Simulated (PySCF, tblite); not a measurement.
# Ge25H34: electronic excitations

Wanted: electronic excitations for Ge25H34.

Programs: tblite 0.8.0 and PySCF 2.14.0, with routines of our own; each step states its level. All values are computed. Atoms count from 0.

## Step 1: The starting structure

59 atoms, charge 0, multiplicity 1; geometry from: force field, distance geometry or constructed start.

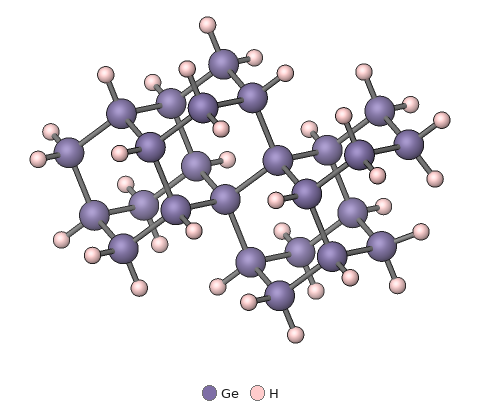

The starting geometry (germanium purple, hydrogen pink).

## Step 2: Relaxing the molecule with GFN2-xTB

Job settings and geometry (Å):

```
{"job": {"kind": "relax", "xc": "GFN2-xTB", "basis": "xTB"}, "charge": 0, "multiplicity": 1}
Ge    -3.385900    -0.697100    -2.135300
Ge    -3.394000    -0.692700     3.517400
Ge    -3.385600    -3.526600     0.696300
Ge    -0.562500    -0.690900     0.689100
Ge    -1.977300    -2.111000    -0.715800
Ge    -4.808600    -2.110300     2.107200
Ge    -6.219700    -0.693600     0.692000
Ge    -0.558400     2.136400    -2.132200
Ge    -1.973600     0.717100    -3.548600
Ge    -3.393600     2.132900     0.696900
Ge    -1.978400     3.547000    -0.721300
Ge    -1.978800     0.717200     2.109800
Ge    -4.808700     0.719900    -0.714200
Ge     2.269400    -0.695900    -2.136400
Ge     2.265000    -0.690200     3.524500
Ge     2.265300    -3.523700     0.701600
Ge     5.096600    -0.693400     0.696200
Ge     3.680600    -2.113200    -0.720200
Ge     0.852100    -2.108000     2.112300
Ge     5.099000     2.134600    -2.131000
Ge     3.679400     0.723000    -3.546700
Ge     2.266300     2.135200     0.695100
Ge     3.685100     3.552800    -0.712600
Ge     3.677500     0.714900     2.108300
Ge     0.853200     0.721800    -0.718300
H     -4.280300    -1.579500    -3.014600
H     -2.506800    -1.576300     4.406900
H     -4.274800     0.188700     4.408800
H     -2.506900    -4.407200     1.576600
H     -4.273100    -4.407200    -0.184700
H     -1.089400    -2.992500    -1.603700
H     -5.690600    -2.991800     2.993300
H     -7.104200    -1.578500    -0.190000
H     -7.101100     0.186800     1.582300
H      0.322700     3.018900    -3.020400
H     -1.092500    -0.161900    -4.434500
H     -2.860500     1.602700    -4.435700
H     -4.273300     3.019600     1.576000
H     -2.858600     4.427700    -1.602700
H     -1.097800     4.435000     0.165300
H     -1.093100     1.600300     2.996900
H     -5.682800     1.597000    -1.598900
H      1.388700    -1.577600    -3.020700
H      3.153100    -1.579100     4.405800
H      1.380100     0.189800     4.410000
H      3.148600    -4.406000     1.575200
H      1.386200    -4.407500    -0.188700
H      5.979200    -1.576000     1.580900
H      6.287900    -0.014900     0.015500
H      4.566900    -2.992400    -1.600600
H     -0.031600    -3.000400     2.996200
H      5.986100     3.018400    -3.017400
H      6.285900     1.453400    -1.453700
H      4.561600    -0.165700    -4.434600
H      2.799000     1.601700    -4.430100
H      1.383300     3.020100     1.579200
H      2.804900     4.425900    -1.604500
H      4.567700     4.439200     0.163400
H      4.565100     1.601900     2.997100
```

On the command line:

```console
> OMP_NUM_THREADS=4 python large_run.py task.json out
```

This one command runs all jobs of the session in turn.

Standard output:

```text
step      E/eV     max force
  0   -1792.24855    0.623
  1   -1792.32745    0.468
  2   -1792.50030    0.383
  3   -1792.53629    0.376
  4   -1792.64020    0.239
  5   -1792.65461    0.190
  6   -1792.67348    0.225
  7   -1792.68882    0.196
  8   -1792.70181    0.143
  9   -1792.70821    0.123
 10   -1792.71445    0.146
 11   -1792.72328    0.213
 12   -1792.73541    0.231
 13   -1792.74799    0.207
 14   -1792.75797    0.139
 15   -1792.76423    0.117
 16   -1792.76809    0.110
 17   -1792.77122    0.097
 18   -1792.77441    0.092
 19   -1792.77831    0.085
 20   -1792.78298    0.101
 21   -1792.78738    0.098
 22   -1792.79045    0.090
 23   -1792.79241    0.066
 24   -1792.79398    0.061
 25   -1792.79539    0.060
 26   -1792.79662    0.060
 27   -1792.79771    0.064
 28   -1792.79872    0.051
 29   -1792.79966    0.051
 30   -1792.80058    0.063
 31   -1792.80158    0.072
 32   -1792.80270    0.064
 33   -1792.80375    0.046
 34   -1792.80458    0.043
 35   -1792.80523    0.038
 36   -1792.80582    0.038
 37   -1792.80645    0.048
 38   -1792.80711    0.047
 39   -1792.80783    0.049
 40   -1792.80865    0.048
 41   -1792.80954    0.037
 42   -1792.81035    0.043
 43   -1792.81100    0.039
 44   -1792.81160    0.041
 45   -1792.81228    0.044
 46   -1792.81302    0.047
 47   -1792.81372    0.050
 48   -1792.81432    0.039
 49   -1792.81487    0.042
 50   -1792.81542    0.042
 51   -1792.81595    0.036
 52   -1792.81641    0.033
 53   -1792.81681    0.030
 54   -1792.81715    0.031
 55   -1792.81749    0.031
 56   -1792.81785    0.034
 57   -1792.81827    0.036
 58   -1792.81873    0.038
 59   -1792.81912    0.026
 60   -1792.81938    0.030
 61   -1792.81957    0.021
 62   -1792.81974    0.026
 63   -1792.81995    0.028
 64   -1792.82022    0.036
 65   -1792.82061    0.036
 66   -1792.82114    0.041
 67   -1792.82177    0.049
 68   -1792.82241    0.053
 69   -1792.82298    0.058
 70   -1792.82350    0.052
 71   -1792.82396    0.033
 72   -1792.82436    0.029
 73   -1792.82473    0.032
 74   -1792.82512    0.041
 75   -1792.82553    0.034
 76   -1792.82588    0.030
 77   -1792.82613    0.028
 78   -1792.82633    0.029
 79   -1792.82655    0.028
 80   -1792.82681    0.028
 81   -1792.82711    0.029
 82   -1792.82743    0.031
 83   -1792.82776    0.030
 84   -1792.82805    0.027
 85   -1792.82829    0.029
 86   -1792.82848    0.028
 87   -1792.82864    0.021
 88   -1792.82879    0.018
```

Run time: 80 s. Hardware: 4 threads of AMD EPYC 7R43, shared host; peak memory 0.16 GiB.

Relaxation path:

```csv
step,energy from step 0 (eV),largest force (eV/Å)
0,0.0000,0.6225
1,-0.0789,0.4683
2,-0.2517,0.3828
3,-0.2877,0.3759
4,-0.3917,0.2394
5,-0.4061,0.1899
6,-0.4249,0.2253
7,-0.4403,0.1953
8,-0.4533,0.1432
14,-0.5094,0.1391
21,-0.5388,0.0978
28,-0.5502,0.0510
35,-0.5567,0.0382
42,-0.5618,0.0429
49,-0.5663,0.0424
56,-0.5693,0.0341
63,-0.5714,0.0279
70,-0.5749,0.0517
77,-0.5776,0.0274
84,-0.5795,0.0273
85,-0.5797,0.0288
86,-0.5799,0.0278
87,-0.5801,0.0208
88,-0.5802,0.0185
```

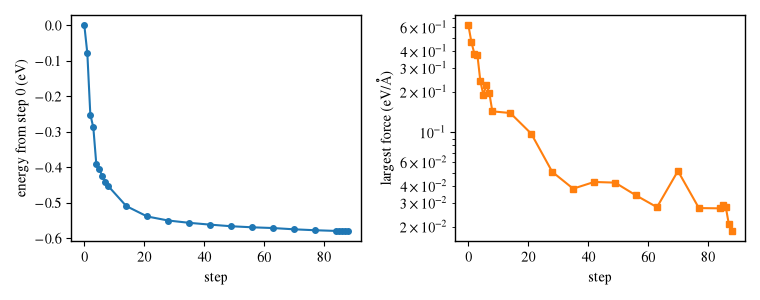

Energy and largest force along the relaxation.

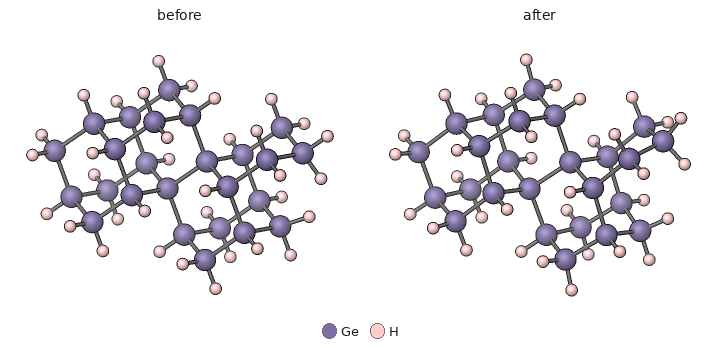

Before and after, at one scale.

Distances of close pairs at the start and the end, largest changes first:

```csv
bond,before (Å),after (Å),change (Å)
Ge19–Ge22,2.454,2.400,-0.054
Ge19–Ge20,2.452,2.400,-0.052
Ge3–Ge24,2.446,2.492,+0.046
Ge2–Ge5,2.454,2.419,-0.035
Ge7–Ge8,2.454,2.421,-0.033
Ge15–Ge17,2.452,2.420,-0.032
Ge1–Ge5,2.449,2.419,-0.031
Ge21–Ge22,2.450,2.420,-0.030
```

The next job starts from the end point, and lists it.

## Step 3: Electronic excitations: TDDFT PBE/def2-SVP

Job settings and geometry (Å):

```
{"job": {"kind": "uv", "basis": "def2-SVP", "grid": 1, "kgrid": 0, "vcut": null, "nstates": 6, "ntriplets": 2, "tda": false, "delta": ["ip_vertical"], "pop": true, "xc": "PBE"}, "charge": 0, "multiplicity": 1}
Ge    -3.342787    -0.587567    -2.194643
Ge    -3.360602    -0.689388     3.504451
Ge    -3.360073    -3.504488     0.689810
Ge    -0.569194    -0.733156     0.733343
Ge    -2.026433    -2.074296    -0.745958
Ge    -4.732304    -2.149008     2.148979
Ge    -6.126397    -0.748264     0.746995
Ge    -0.449712     2.124691    -2.124787
Ge    -1.852362     0.761695    -3.551527
Ge    -3.343639     2.194397     0.586758
Ge    -1.853037     3.551497    -0.761791
Ge    -2.027501     0.746327     2.074368
Ge    -4.804262     0.694649    -0.695207
Ge     2.420305    -0.713863    -2.060104
Ge     2.183056    -0.702156     3.564757
Ge     2.183671    -3.563948     0.702938
Ge     5.062026    -0.906096     0.908468
Ge     3.703802    -2.217701    -0.614343
Ge     0.854246    -2.147113     2.147219
Ge     4.845887     2.501440    -2.500667
Ge     3.668171     0.705141    -3.572245
Ge     2.419581     2.061590     0.714601
Ge     3.668299     3.573083    -0.704496
Ge     3.702845     0.616219     2.219064
Ge     0.921608     0.679392    -0.678155
H     -4.212040    -1.479429    -3.099086
H     -2.453337    -1.495619     4.419165
H     -4.212263     0.094694     4.488922
H     -2.452610    -4.419227     1.496131
H     -4.211795    -4.489250    -0.094155
H     -1.106916    -2.961391    -1.600382
H     -5.640656    -3.021820     3.021563
H     -7.084569    -1.556970    -0.114466
H     -7.085040     0.113236     1.555201
H      0.465810     3.001890    -3.001458
H     -1.022198    -0.138464    -4.451478
H     -2.639730     1.590223    -4.555620
H     -4.213140     3.098393     1.478194
H     -2.640662     4.555162    -1.591096
H     -1.024405     4.452224     0.139225
H     -1.107596     1.600964     2.961427
H     -5.735209     1.559389    -1.560698
H      1.512791    -1.607550    -2.929732
H      2.904914    -1.475616     4.656654
H      1.255836     0.196328     4.365338
H      2.905744    -4.655265     1.476687
H      1.256554    -4.364855    -0.194681
H      5.880617    -1.812374     1.814421
H      6.149533    -0.154438     0.156035
H      4.614977    -3.120164    -1.458278
H     -0.053058    -3.026494     3.027436
H      5.336006     3.514964    -3.513963
H      6.148450     1.949908    -1.948365
H      4.600617    -0.103579    -4.455401
H      2.682513     1.274677    -4.578030
H      1.511762     2.930185     1.608199
H      2.682960     4.579214    -1.273935
H      4.601122     4.455982     0.104532
H      4.613792     1.460352     3.121806
```

Method: TDDFT PBE/def2-SVP, vertical, gas phase, core orbitals frozen in the response.

Standard output:

```text
start: PBE on a coarse grid of 249986 points
cycle   1  E = -51931.2072224158  dE = -1.236e+01  |g| = 2.268e+00  |ddm| = 9.040e+00
cycle   2  E = -51930.9144164381  dE =  2.928e-01  |g| = 2.764e+00  |ddm| = 3.117e+00
cycle   3  E = -51931.6132849229  dE = -6.989e-01  |g| = 3.231e-01  |ddm| = 2.264e+00
cycle   4  E = -51931.6504251205  dE = -3.714e-02  |g| = 8.299e-02  |ddm| = 6.397e-01
cycle   5  E = -51931.6519540217  dE = -1.529e-03  |g| = 5.206e-02  |ddm| = 2.076e-01
cycle   6  E = -51931.6528640206  dE = -9.100e-04  |g| = 1.045e-02  |ddm| = 9.873e-02
cycle   7  E = -51931.6529034437  dE = -3.942e-05  |g| = 5.232e-03  |ddm| = 2.507e-02
final grid: 249986 points
cycle   8  E = -51931.6528711169  dE =  3.233e-05  |g| = 1.102e-02  |ddm| = 2.649e-02
cycle   9  E = -51931.6526634475  dE =  2.077e-04  |g| = 2.532e-02  |ddm| = 6.142e-02
cycle  10  E = -51931.6529045163  dE = -2.411e-04  |g| = 3.527e-03  |ddm| = 4.572e-02
cycle  11  E = -51931.6529112759  dE = -6.760e-06  |g| = 5.003e-04  |ddm| = 5.947e-03
cycle  12  E = -51931.6529213934  dE = -1.012e-05  |g| = 7.430e-05  |ddm| = 8.522e-04
cycle  13  E = -51931.6529185320  dE =  2.861e-06  |g| = 1.747e-05  |ddm| = 1.336e-04
converged SCF energy = -51931.6529185320
Vertical ionisation energy (delta-SCF) = 7.3054 eV   <S^2> = 0.751

Static polarisability (au): isotropic 820.425, principal 681.698 795.277 984.301

Singlet excitations
state   eV       nm        f      main configurations
  1   4.0641    305.1   0.00003   H->L+1 0.99
  2   4.1023    302.2   0.02212   H->L 0.42, H-1->L+2 0.28, H-2->L 0.27
  3   4.1156    301.3   0.02032   H-2->L 0.61, H->L 0.34
  4   4.1220    300.8   0.00131   H-1->L 0.56, H->L+2 0.36
  5   4.1445    299.2   0.00010   H-1->L+1 0.97
  6   4.1518    298.6   0.00778   H->L+2 0.55, H-2->L+2 0.21, H-1->L 0.20

Triplet excitations (Tamm-Dancoff, eV): 3.8511 3.9259
```

It took 2.8 min on 4 threads of AMD EPYC 7R43, shared host; peak memory 3.2 GiB.

The orbitals next to the gap, with their largest atomic shares:

```csv
orbital,eV,atoms
HOMO−4,-6.38,"Ge0 8 %, Ge9 8 %, Ge4 7 %"
HOMO−3,-6.27,"Ge7 8 %, Ge10 6 %, Ge8 6 %"
HOMO−2,-6.02,"Ge18 14 %, Ge3 12 %, Ge7 11 %"
HOMO−1,-6.00,"Ge24 12 %, Ge3 12 %, Ge11 10 %"
HOMO,-5.94,"Ge24 16 %, Ge3 16 %, Ge1 5 %"
LUMO,-1.97,"Ge24 16 %, Ge3 16 %, Ge21 7 %"
LUMO+1,-1.92,"Ge24 11 %, Ge7 10 %, Ge3 8 %"
LUMO+2,-1.87,"Ge24 11 %, Ge3 9 %, Ge13 8 %"
LUMO+3,-1.76,"Ge3 7 %, Ge9 6 %, Ge0 6 %"
```

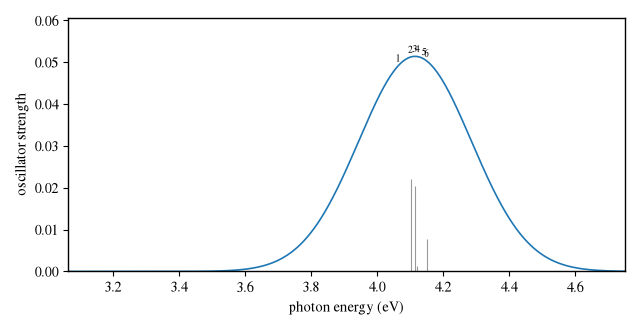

Absorption spectrum from the 6 singlet states computed; above the last one it falls off for lack of states. Lines are broadened to a width of 0.40 eV (Gaussian).

Ground-state properties from the same run:

```csv
property,computed
dipole moment (D),0.14
polarisability (Å³),121.57
HOMO–LUMO gap (eV),3.97
−ε(HOMO) (eV),5.94
```

## Step 4: What came out

| quantity | value |
| --- | --- |
| lowest singlet (PBE/def2-SVP) | 4.06 eV (305 nm), f = 0.000 |
| brightest single state of those computed | state 2, 4.10 eV, f = 0.022 |
| lowest triplet | 3.85 eV |

The first singlet state (HOMO→LUMO+1 0.99) lies at 4.06 eV and is dark; of the 6 states computed, the strongest absorption comes from states 2 to 6 together at 4.10 eV (the last computed, so partners may be missing). The lowest triplet lies 0.21 eV below the lowest singlet (triplets in Tamm-Dancoff, singlets in full TDDFT).
